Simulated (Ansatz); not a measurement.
# Work function of Co(0001): what the settings cost and change

How far do cutoff, k-mesh and smearing move the work function of Co(0001)?

Program: Ansatz 0.2.0. Level of theory: plane-wave DFT, PBE, Ansatz PAW. Results are calculated unless marked as measured.

## 1. Starting point

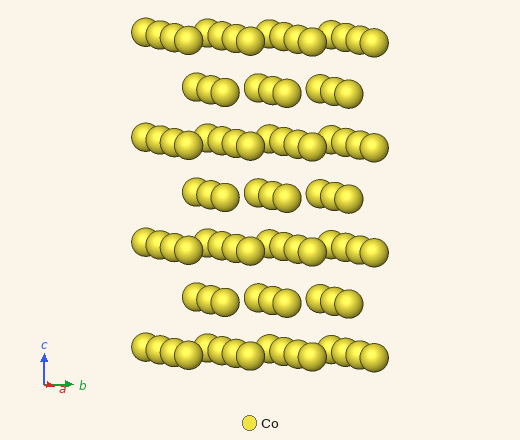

Start, viewed from the side, with the c axis up; cobalt yellow. 3×3×1 cells are drawn. Some periodic images of atoms are drawn too.

The cell holds 7 atoms: 7 Co. Cell: a = 2.510 Å, b = 2.510 Å, c = 30.214 Å, α = 90.0°, β = 90.0°, γ = 60.0°. Vacuum lies along c.

## 2. Run, setting cutoff 200 eV

A work function rests on the faint tail of the density, so the SCF threshold is tight. The cutoff is raised first; then mesh and smearing are varied at the default cutoff.

Input file input.yaml:

```yaml
crystal:
  lattice:
    - [2.51, 0.0, 0.0]
    - [1.255, 2.1737237635, 0.0]
    - [0.0, 0.0, 30.21366]
  atoms:
    - { symbol: Co, position: [0.0, 0.0, 0.2978785093], spin: 1.7 }
    - { symbol: Co, position: [0.6666666667, 0.6666666667, 0.3652523395], spin: 1.7 }
    - { symbol: Co, position: [0.0, 0.0, 0.4326261698], spin: 1.7 }
    - { symbol: Co, position: [0.6666666667, 0.6666666667, 0.5], spin: 1.7 }
    - { symbol: Co, position: [0.0, 0.0, 0.5673738302], spin: 1.7 }
    - { symbol: Co, position: [0.6666666667, 0.6666666667, 0.6347476605], spin: 1.7 }
    - { symbol: Co, position: [0.0, 0.0, 0.7021214907], spin: 1.7 }
magnetization:
  spin_polarized: true
kpoints:
  mp_grid: { grid: [19, 19, 1] }
hamiltonian:
  xc: pbe
scf:
  occupations: { method: fermi_dirac, width: 0.1 }
  convergence: { dr2_threshold: 1.0e-09 }
efield:
  axis: 3
  dipole_correction: true
  ramp_position: 0.97
  ramp_width: 0.06
basis:
  ecutwfc: "200 eV"
output:
  write_potential: true
  write_density: true
  volumetric_format: npy
  elf: true
```

Run with:

```bash
ansatz run input.yaml --threads 4 --pin off --max-ram 6144MiB --backend cpu --events-out ev --progress --plain --runs-dir out
```

Numbers of over 12 decimals in the logs are rounded to 6 here.

Output:

```text
Warning: basis.ecutwfc = 200 eV is below the records' recommended 420 eV, and the density's cutoff is lower with it unless basis.ecutrho_ratio is high enough to keep the records' density cutoff: compare with a run at a higher cutoff
Warning: basis.ecutrho_ratio 4 (ecutrho = 800 eV, dense FFT grid 12×12×144): the grid does not resolve the core-correction charge of Co (measure 0.09 e/Å^2.5); warned from 0.08. The energy and each atom's force then go with where the atoms sit on the grid: [figures from the program's tests cut] If this deck is also warned that a cutoff or its ratio is below what is recommended, mend that before anything below. First try basis.xc_grid, which is 1 on this run (the dense grid itself), where it is not refused (2, then 3). Above 1 the core-correction charge is laid on the exchange–correlation grid, and this warning is never given, whether or not the level is enough: [rest of the remark cut]
Engine: ansatz 0.2.0, aarch64-unknown-linux-gnu
Pseudopotentials: kind: paw
Pseudopotential: Co, paw, valence charge 17, recommended cutoff 420 eV (normal), Co.paw.azcp
Functional definition: PBE
  parameter kappa = 0.804
  parameter beta = 0.066725
  exchange = pbe_x(kappa = kappa, mu = beta*pi^2/3)
  correlation = pbe_c(beta = beta)
Crystal: 7 atoms, lattice volume = 164.847 Å³
Basis set: ecut = 200 eV, 1011 PW (Γ)
Bands: 79, of which v1, the nominal top of the filled ones, is band 60 counted from 1 (59 counted from 0)
Symmetry: 6 space group operations
k-points: 40 of 361 (time reversal used)
Non-local potential: Co, projectors of the file, l = 0: 3, l = 1: 2, l = 2: 3, l = 3: 1
PAW form: soft (Blöchl's): semilocal exchange-correlation on the pseudo side does not see the compensation charge
PAW one-centre angular grid: Co, 590 points (default); XC on 64 Gauss nodes
Initial density: superposition of atomic densities (neutral atoms: chi_scale 0, normalization atom)
Starting moments: Σ|m| = 11.9 μB on 7 of 7 sites
Initial wavefunctions: pseudopotential atomic-orbital guess
Functional: x = pbe(κ = 0.804, μ = 0.219515), c = pbe(β = 0.066725)
SCF iter   1: F=—  HF=-35760.347876 eV  |F-HF|=—  |Δ(HF+E_count)|=         —  Δρ=1.96e-1 (↑1.39e-1 ↓1.96e-1)  dr2=7.46e1  dr2_m=1.69e0  M=13.022 μB ∫|m|=13.656 μB  β_m=1.00  ethr=3.10e-3  p=0.000 e·Å  D=6.08e-14 V/Å  ΔV_dip=-0.00 eV  dr2_dipole=2.04e-7  V_vac-E_F(+/−)=6.31/6.31 eV  ⟨swp⟩=9.1  Hψ=28773  notcnv=0  defer=108
Mixer restart at iter 1: flushing history
efield: sawtooth ramp at fractional position 0.9700 (set: `efield.ramp_position`, or a place that a band, a saddle search or an elastic batch's reference lends), width 0.0600; the density the first Hamiltonian is built on has a dipole p = 0.000 e·Å; the dipole correction subtracts the counter field D = 6.08e-14 V/Å, which shifts the + side's vacuum level by -0.00 eV against the − side's; the planar-averaged density in the ramp window peaks in size at 4.4e-4 e/Å³
preconditioner: auto → LDOS  [metal: Δε(μ)=0.011 eV  Ē_g=7.333 eV  σ=0.100 eV  W_gap=0.03  n_scr=24 (ndim 8)  ℏωp=23.0 eV  f_vac=0.484  D(μ)=7.14/eV (n_scr^D=26)]
spin=Collinear: LDOS preconditioning applied to the charge; magnetization (m = ρ↑ − ρ↓) channel mixes plain (no charge-response kernel on spin).
SCF iter   2: F=—  HF=-35715.883123 eV  |F-HF|=—  |Δ(HF+E_count)|=    4.45e1  Δρ=3.13e-2 (↑3.11e-2 ↓3.13e-2)  dr2=3.34e0  dr2_m=3.08e-1  M=13.000 μB ∫|m|=13.909 μB  β_m=0.33  ethr=3.10e-3  p=0.000 e·Å  D=3.89e-5 V/Å  ΔV_dip=-0.00 eV  dr2_dipole=6.07e-7  V_vac-E_F(+/−)=6.23/6.23 eV  ⟨swp⟩=3.0  Hψ=16812  notcnv=0  defer=317
density mixer auto → msr1: a metal under ldos (density of states about μ 4.19 of a free-electron gas's, 24 screened modes)
SCF iter   3: F=—  HF=-35719.170467 eV  |F-HF|=—  |Δ(HF+E_count)|=    3.29e0  Δρ=3.29e-2 (↑2.85e-2 ↓3.29e-2)  dr2=5.37e0  dr2_m=6.44e-2  M=12.385 μB ∫|m|=13.246 μB  β_m=0.66  ethr=2.81e-3  p=0.000 e·Å  D=2.23e-5 V/Å  ΔV_dip=-0.00 eV  dr2_dipole=2.23e-9  V_vac-E_F(+/−)=6.78/6.78 eV  ⟨swp⟩=2.9  Hψ=12264  notcnv=0  defer=343
SCF iter   4: F=—  HF=-35726.571939 eV  |F-HF|=—  |Δ(HF+E_count)|=    7.40e0  Δρ=1.86e-2 (↑1.86e-2 ↓9.24e-3)  dr2=2.08e0  dr2_m=6.90e-2  M=11.573 μB ∫|m|=12.380 μB  β_m=0.65  ethr=2.81e-3  p=0.000 e·Å  D=4.21e-5 V/Å  ΔV_dip=-0.00 eV  dr2_dipole=5.49e-6  V_vac-E_F(+/−)=6.71/6.73 eV  ⟨swp⟩=2.9  Hψ=10542  notcnv=0  defer=350
SCF iter   5: F=—  HF=-35726.861927 eV  |F-HF|=—  |Δ(HF+E_count)|=   2.90e-1  Δρ=7.01e-3 (↑7.01e-3 ↓3.83e-3)  dr2=6.83e-1  dr2_m=3.01e-2  M=11.436 μB ∫|m|=12.254 μB  β_m=0.58  ethr=1.74e-3  p=0.000 e·Å  D=1.85e-5 V/Å  ΔV_dip=-0.00 eV  dr2_dipole=7.90e-8  V_vac-E_F(+/−)=6.68/6.70 eV  ⟨swp⟩=2.0  Hψ=10077  notcnv=0  defer=394
SCF iter   6: F=—  HF=-35726.866911 eV  |F-HF|=—  |Δ(HF+E_count)|=   4.98e-3  Δρ=2.72e-3 (↑2.72e-3 ↓2.64e-3)  dr2=9.53e-2  dr2_m=8.83e-3  M=11.412 μB ∫|m|=12.256 μB  β_m=0.73  ethr=5.74e-4  p=0.000 e·Å  D=9.25e-6 V/Å  ΔV_dip=-0.00 eV  dr2_dipole=5.50e-8  V_vac-E_F(+/−)=6.48/6.49 eV  ⟨swp⟩=1.6  Hψ=7190  notcnv=0  defer=404
SCF iter   7: F=—  HF=-35726.883695 eV  |F-HF|=—  |Δ(HF+E_count)|=   1.68e-2  Δρ=1.29e-3 (↑1.29e-3 ↓1.27e-3)  dr2=1.94e-2  dr2_m=1.10e-3  M=11.398 μB ∫|m|=12.280 μB  β_m=0.66  ethr=8.01e-5  p=0.000 e·Å  D=1.01e-5 V/Å  ΔV_dip=-0.00 eV  dr2_dipole=3.51e-8  V_vac-E_F(+/−)=6.15/6.16 eV  ⟨swp⟩=2.0  Hψ=9172  notcnv=0  defer=415
SCF iter   8: F=—  HF=-35726.883028 eV  |F-HF|=—  |Δ(HF+E_count)|=   6.67e-4  Δρ=4.89e-4 (↑1.89e-4 ↓4.89e-4)  dr2=3.21e-4  dr2_m=1.35e-4  M=11.388 μB ∫|m|=12.280 μB  β_m=0.79  ethr=1.63e-5  p=0.000 e·Å  D=3.15e-6 V/Å  ΔV_dip=-0.00 eV  dr2_dipole=2.45e-10  V_vac-E_F(+/−)=6.07/6.09 eV  ⟨swp⟩=2.2  Hψ=9276  notcnv=0  defer=415
SCF iter   9: F=—  HF=-35726.883664 eV  |F-HF|=—  |Δ(HF+E_count)|=   6.36e-4  Δρ=2.29e-4 (↑2.13e-4 ↓2.29e-4)  dr2=3.55e-4  dr2_m=2.16e-5  M=11.386 μB ∫|m|=12.281 μB  β_m=0.68  ethr=2.70e-7  p=0.000 e·Å  D=1.13e-6 V/Å  ΔV_dip=-0.00 eV  dr2_dipole=2.58e-9  V_vac-E_F(+/−)=6.04/6.05 eV  ⟨swp⟩=3.3  Hψ=13761  notcnv=0  defer=415
SCF iter  10: F=—  HF=-35726.883680 eV  |F-HF|=—  |Δ(HF+E_count)|=   1.66e-5  Δρ=1.40e-4 (↑4.43e-5 ↓1.40e-4)  dr2=1.63e-5  dr2_m=9.52e-6  M=11.386 μB ∫|m|=12.282 μB  β_m=0.84  ethr=2.70e-7  p=0.000 e·Å  D=1.84e-7 V/Å  ΔV_dip=-0.00 eV  dr2_dipole=8.58e-11  V_vac-E_F(+/−)=6.02/6.04 eV  ⟨swp⟩=2.0  Hψ=9002  notcnv=0  defer=415
SCF iter  11: F=—  HF=-35726.883689 eV  |F-HF|=—  |Δ(HF+E_count)|=   8.90e-6  Δρ=7.24e-5 (↑4.00e-5 ↓7.24e-5)  dr2=1.42e-5  dr2_m=1.82e-6  M=11.386 μB ∫|m|=12.282 μB  β_m=0.86  ethr=1.37e-8  p=0.000 e·Å  D=9.57e-8 V/Å  ΔV_dip=-0.00 eV  dr2_dipole=9.66e-11  V_vac-E_F(+/−)=6.03/6.04 eV  ⟨swp⟩=3.1  Hψ=13287  notcnv=0  defer=415
SCF iter  12: F=—  HF=-35726.883693 eV  |F-HF|=—  |Δ(HF+E_count)|=   3.21e-6  Δρ=2.80e-5 (↑1.38e-5 ↓2.80e-5)  dr2=3.65e-6  dr2_m=2.23e-7  M=11.386 μB ∫|m|=12.282 μB  β_m=0.90  ethr=1.19e-8  p=-0.000 e·Å  D=-9.34e-8 V/Å  ΔV_dip=0.00 eV  dr2_dipole=1.22e-10  V_vac-E_F(+/−)=6.02/6.04 eV  ⟨swp⟩=2.4  Hψ=11908  notcnv=0  defer=415
SCF iter  13: F=—  HF=-35726.883693 eV  |F-HF|=—  |Δ(HF+E_count)|=   3.82e-7  Δρ=7.83e-6 (↑6.33e-6 ↓7.83e-6)  dr2=1.18e-7  dr2_m=3.51e-8  M=11.386 μB ∫|m|=12.282 μB  β_m=0.91  ethr=3.07e-9  p=0.000 e·Å  D=1.76e-9 V/Å  ΔV_dip=-0.00 eV  dr2_dipole=4.92e-10  V_vac-E_F(+/−)=6.03/6.04 eV  ⟨swp⟩=2.3  Hψ=11505  notcnv=0  defer=415
SCF iter  14: F=—  HF=-35726.883693 eV  |F-HF|=—  |Δ(HF+E_count)|=   2.55e-7  Δρ=1.02e-5 (↑5.85e-6 ↓1.02e-5)  dr2=2.38e-7  dr2_m=1.07e-8  M=11.386 μB ∫|m|=12.282 μB  β_m=0.91  ethr=9.91e-11  p=-0.000 e·Å  D=-8.89e-8 V/Å  ΔV_dip=0.00 eV  dr2_dipole=1.14e-9  V_vac-E_F(+/−)=6.03/6.04 eV  ⟨swp⟩=3.0  Hψ=13995  notcnv=0  defer=415
SCF iter  15: F=—  HF=-35726.883693 eV  |F-HF|=—  |Δ(HF+E_count)|=   1.46e-8  Δρ=2.80e-6 (↑1.02e-6 ↓2.80e-6)  dr2=1.28e-8  dr2_m=2.30e-9  M=11.386 μB ∫|m|=12.282 μB  β_m=0.87  ethr=9.91e-11  p=0.000 e·Å  D=5.06e-9 V/Å  ΔV_dip=-0.00 eV  dr2_dipole=3.01e-12  V_vac-E_F(+/−)=6.03/6.04 eV  ⟨swp⟩=3.0  Hψ=12200  notcnv=0  defer=415
SCF iter  16: F=—  HF=-35726.883693 eV  |F-HF|=—  |Δ(HF+E_count)|=   2.71e-8  Δρ=9.61e-7 (↑3.82e-7 ↓9.61e-7)  dr2=4.02e-9  dr2_m=3.58e-10  M=11.386 μB ∫|m|=12.282 μB  β_m=0.83  ethr=1.07e-11  p=-0.000 e·Å  D=-7.50e-9 V/Å  ΔV_dip=0.00 eV  dr2_dipole=1.07e-11  V_vac-E_F(+/−)=6.03/6.04 eV  ⟨swp⟩=3.0  Hψ=13810  notcnv=0  defer=415
SCF iter  17: F=—  HF=-35726.883693 eV  |F-HF|=—  |Δ(HF+E_count)|=   1.60e-8  Δρ=4.22e-7 (↑1.31e-7 ↓4.22e-7)  dr2=6.21e-10  dr2_m=7.65e-11  M=11.386 μB ∫|m|=12.282 μB  β_m=0.92  ethr=3.38e-12  p=0.000 e·Å  D=1.18e-8 V/Å  ΔV_dip=-0.00 eV  dr2_dipole=1.82e-11  V_vac-E_F(+/−)=6.03/6.04 eV  ⟨swp⟩=3.0  Hψ=13927  notcnv=0  defer=415
SCF iter  18: F=—  HF=-35726.883693 eV  |F-HF|=—  |Δ(HF+E_count)|=   1.13e-8  Δρ=7.01e-7 (↑1.35e-7 ↓7.01e-7)  dr2=4.56e-9  dr2_m=2.08e-10  M=11.386 μB ∫|m|=12.282 μB  β_m=0.82  ethr=1.00e-12  p=-0.000 e·Å  D=-3.14e-8 V/Å  ΔV_dip=0.00 eV  dr2_dipole=5.50e-10  V_vac-E_F(+/−)=6.03/6.04 eV  ⟨swp⟩=3.1  Hψ=14503  notcnv=0  defer=415
SCF iter  19: F=-35726.883693 eV  HF=-35726.883693 eV  |F-HF|=1.02e-9  |Δ(HF+E_count)|=   3.65e-9  Δρ=3.27e-7 (↑5.14e-8 ↓3.27e-7)  dr2=3.84e-10  dr2_m=3.98e-11  M=11.386 μB ∫|m|=12.282 μB  ethr=1.00e-12  p=0.000 e·Å  D=1.12e-8 V/Å  ΔV_dip=-0.00 eV  dr2_dipole=8.93e-13  V_vac-E_F(+/−)=6.03/6.04 eV  ⟨swp⟩=9.6  Hψ=28935  notcnv=0
WARN: efield: at this solve's end the planar-averaged density reaches 6.18e-4 e/Å³ inside the ramp window [0.9369, 0.0631] (bound 1e-5 e/Å³), and -1.85e-4 e/Å³ on another of its planes; by the running means of the window's planes the mean density over a ramp is at most 3.04e-4 e/Å³, which is held to the bound (the quickstart, § The vacuum guard, A window that rings); the window's nearer edge stands 7.09 Å from this solve's nearest atom along the axis. Its work functions, free energy, forces, stress, dipole, levels and responses can be off, and this figure does not tell by how much. The cell may have no vacuum along `efield.axis`. [rest of the remark cut]
SCF 1 converged in 19 iterations: F = -35726.883693 eV  dr2 = 3.84e-10
  greatest PAW one-centre occupation: 1.048 electrons in one spin orbital (limit 2), on the Co atom at site 6 (counted from 0), in its partial waves of l = 1
WARN: The output density's exchange-correlation potential varies sharply where the density is thin. Do not read a vacuum level from v_tot or v_xc, or from such a field of the output density. On a cell that repeats whose density bears no net charge and no dipole along the vacuum's axis use v_es (v_loc + v_h of the components); under efield.dipole_correction with no amplitude use v_es + v_field, which holds any externa [...]
SCF converged after 19 iterations
Magnetization: 11.3858 μB (65.1929 up, 53.8071 down)
Absolute magnetization: 12.2805 μB (∫|ρ↑−ρ↓|, with the PAW one-centre terms)
Spin contamination: 0.1537 ħ² per cell (⟨S²⟩ above its minimum at these occupations)
Per-site moments (μB) at R_I (Å): [(1.701245, 1.030734), (1.671024, 1.030734), (1.660340, 1.030734), (1.662847, 1.030734), (1.660340, 1.030734), (1.671024, 1.030734), (1.701246, 1.030734)]
Free energy (F): -35726.883693 eV
Harris-Foulkes:  -35726.883693 eV  (|F-HF|=1.02e-9)
Internal energy: -35726.406453 eV  (E = F + TS)
E sigma→0 (E₀):  -35726.645073 eV
Entropy (-TS):   -0.477240 eV (-68.177 meV/atom)
Fermi energy:    5.011797 eV
Dipole field:    D = -0.000001 V/Å  (p = -0.000001 e·Å, saw-weighted, corrected)
Work function:   Φ+ = 6.0282 eV (in doubt: plateau slope 8.4e-2 eV/Å)   Φ− = 6.0411 eV (in doubt: plateau slope 7.5e-2 eV/Å)
Levels:          The Fermi level and band energies are counted from a zero that moves with the ramp; work functions are not
Vacuum region:   at the solve's end the planar-averaged density reaches 6.18e-4 e/Å³ inside the ramp window [0.9369, 0.0631] (bound 1e-5 e/Å³), and -1.85e-4 e/Å³ on another of its planes; by the running means of the window's planes the mean density over a ramp is at most 3.04e-4 e/Å³, which is held to the bound (the quickstart, § The vacuum guard, A window that rings)
--- Per-component energies (eV) ---
  E_band       = -3372.641739
  E_kinetic    = 3372.345394
  E_local      = -355018.954538  (includes V_loc(G=0)·N_el)
  E_nonlocal   = 3609.553771
  E_hartree    = 175201.548423
  E_xc         = -1104.199636
  E_vxc        = -1424.267905  (∫ρ·V_xc dr)
  E_paw        = -11022.508420  (= ΣΔE_a)
  E_vpaw       = -4314.444079  (= ΣTr[D̂ρ^β])
  E_aug_tail   = 0.034319  (compensation charges beyond the density's cutoff)
  E_efield     = 0.000000  (sawtooth field / dipole correction)
  E_vefield    = 0.000000  (∫n·V_field dr)
  E_ewald      = 149235.774232
  E_smearing   = -0.477240  (= −TS)
  E_closure    = 0.000000  (closes the sum)
  Σ components = -35726.883693   (vs F -35726.883693, Δ=0.00e0)
--- Band table (eV; the first three rows and the last of 80) ---
  k-point 0 ↑: bands = [... 56 lower, 3.4277, 3.4327, 3.4327, 3.5305, 3.6135, 3.6135, 3.6394, 3.6394, ... 15 higher]
  k-point 1 ↑: bands = [... 56 lower, 3.5655, 3.5734, 3.5980, 3.6631, 3.7068, 3.7390, 3.7869, 3.8464, ... 15 higher]
  k-point 2 ↑: bands = [... 56 lower, 3.5457, 3.6090, 3.6575, 3.6601, 3.6863, 3.8613, 3.8949, 3.9045, ... 15 higher]
  k-point 39 ↓: bands = [... 56 lower, 5.3227, 5.4993, 5.5212, 5.6092, 5.6183, 5.6862, 5.7113, 10.9539, ... 15 higher]
```

The job ended after 60 s (4 threads of Arm Neoverse N1, shared host; peak memory 0.66 GiB; 3.8 min of CPU time).

Reading the cycles: dr2 is the Hartree energy of the density residual (eV), the measure of convergence; HF is the Harris–Foulkes estimate of the energy, which meets the free energy F at convergence.

This step gave:

| Item | Value |
| --- | --- |
| energy at zero smearing | -35726.6451 eV |
| total moment | 11.39 μB |
| site moments | 1.701, 1.671, 1.660, 1.663, 1.660, 1.671, 1.701 μB |
| work function, upper face | 6.028 eV |

Running mean over 2.03561 Å of the planar mean; the ramp of the sawtooth is left out. Electron's electrostatic potential energy less the Fermi level against z:

```tsv
z (Å)	electron's electrostatic potential energy less the Fermi level (eV)
4	5.75
6	5.21
8	-2.88
10	-9.02
12	-9.06
14	-9.05
16	-9.05
18	-9.06
20	-9.02
22	-5.17
24	5.10
26	5.71
```

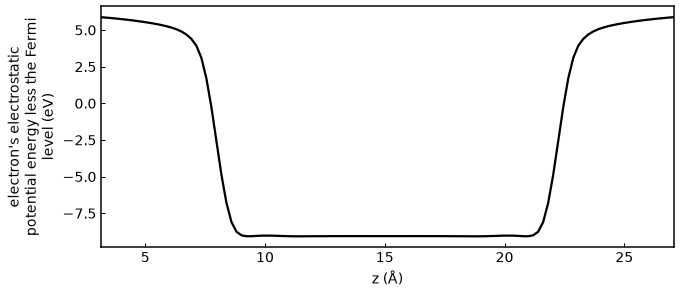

Electron's electrostatic potential energy less the Fermi level, plotted against z.

Site moment by atom:

```tsv
atom	site moment (μB)
Co1	1.70
Co2	1.67
Co3	1.66
Co4	1.66
Co5	1.66
Co6	1.67
Co7	1.70
```

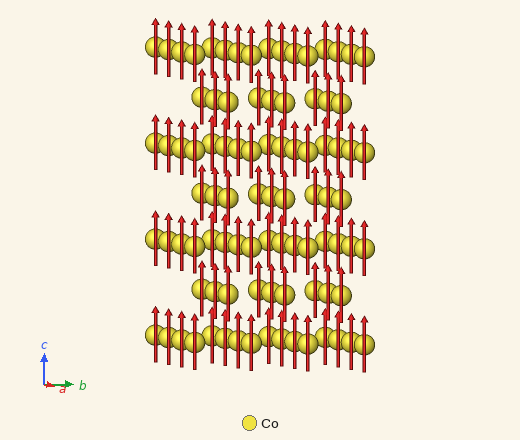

Site moment as arrows, the longest 1.70 μB. Up and down stand for the sign. Arrows give size and sign along the axis of quantisation, drawn up and down the page. 3×3×1 cells are drawn. Some periodic images of atoms are drawn too.

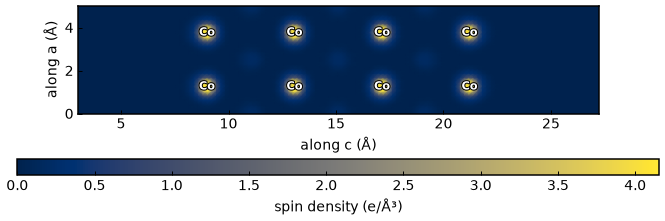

Spin density in the ca plane at fractional y = 0.000, with atoms of Co within 0.2 Å of it. The map starts off the cell's origin, so that atoms lie inside it. The far vacuum is left out of the map.

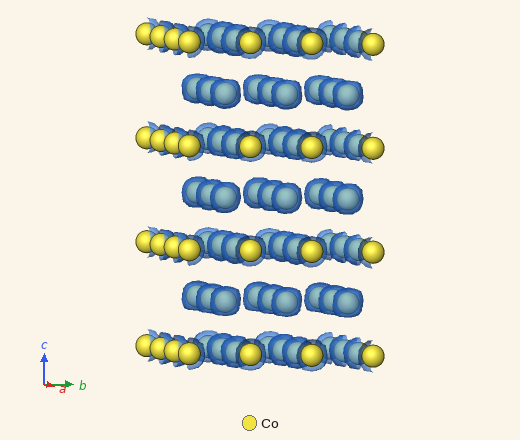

Surface of spin density = 0.38 e/Å³, which holds about 70 % of the integral of its size. 3×3×1 cells are drawn.

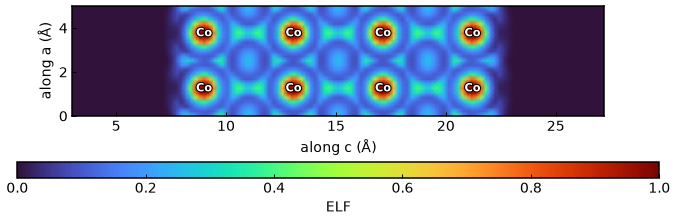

ELF in the ca plane at fractional y = 0.000, with atoms of Co within 0.2 Å of it. It is the smooth field of the valence electrons, not physical close to the nuclei. The map starts off the cell's origin, so that atoms lie inside it. The far vacuum is left out of the map.

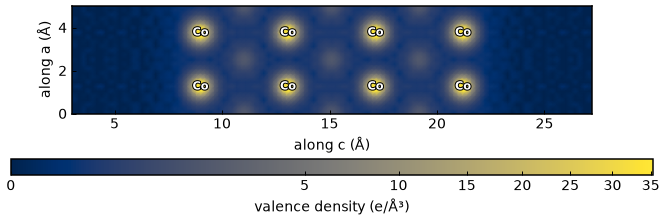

Valence density in the ca plane at fractional y = 0.000, with atoms of Co within 0.2 Å of it. It is the smooth field of the valence electrons, not physical close to the nuclei. The map starts off the cell's origin, so that atoms lie inside it. The colour scale is stretched toward low values. The far vacuum is left out of the map.

The work function is 6.028 eV. The program marks this work function as in doubt.

## 3. Run

input.yaml, as its differences from that of step 2:

```diff
@@ -28,3 +28,3 @@
 basis:
-  ecutwfc: "200 eV"
+  ecutwfc: "300 eV"
 output:
@@ -33,2 +33 @@
   volumetric_format: npy
-  elf: true
```

Output:

```text
[...]
Crystal: 7 atoms, lattice volume = 164.847 Å³
Basis set: ecut = 300 eV, 2017 PW (Γ)
Bands: 79, of which v1, the nominal top of the filled ones, is band 60 counted from 1 (59 counted from 0)
Symmetry: 6 space group operations
k-points: 40 of 361 (time reversal used)
[...]
k-point 1 ↑: bands = [... 56 lower, 4.2088, 4.2587, 4.2662, 4.5161, 4.5360, 4.6704, 4.7639, 4.7661, ... 15 higher]
  k-point 2 ↑: bands = [... 56 lower, 4.0269, 4.1464, 4.2339, 4.3483, 4.4818, 4.4977, 4.7264, 4.7512, ... 15 higher]
  k-point 39 ↓: bands = [... 56 lower, 6.6937, 6.8197, 6.8714, 6.9091, 6.9462, 7.0152, 7.0222, 10.7644, ... 15 higher]
[key lines of the parts left out:]
SCF converged after 18 iterations
Magnetization: 11.6112 μB (65.3056 up, 53.6944 down)
Free energy (F): -35877.773178 eV
Fermi energy:    5.949711 eV
Dipole field:    D = 0.000001 V/Å  (p = 0.000001 e·Å, saw-weighted, corrected)
Work function:   Φ+ = 4.9940 eV   Φ− = 4.9944 eV
```

Run time: 92 s. Hardware: 4 threads; peak memory 0.92 GiB.

The work function is 4.994 eV, -1.034 eV from the run “cutoff 200 eV”, at 1.5 times its CPU time.

(Part 1 of 2 ends here.)

[Logs are printed without paths, hosts, clocks, repeated set-up lines and the standing remarks that a program may print on its own settings, such as how far it seeks lower states.]

[Hosts, paths, dates, database ids (printed as entryN), source tags and the programs' standing remarks are cut or masked in the printed files.]

[Maps of the electrostatic potential energy from Ansatz leave out the sawtooth potential of an applied field or a dipole correction, so their vacuum need not be flat; planar profiles and work functions include it.]
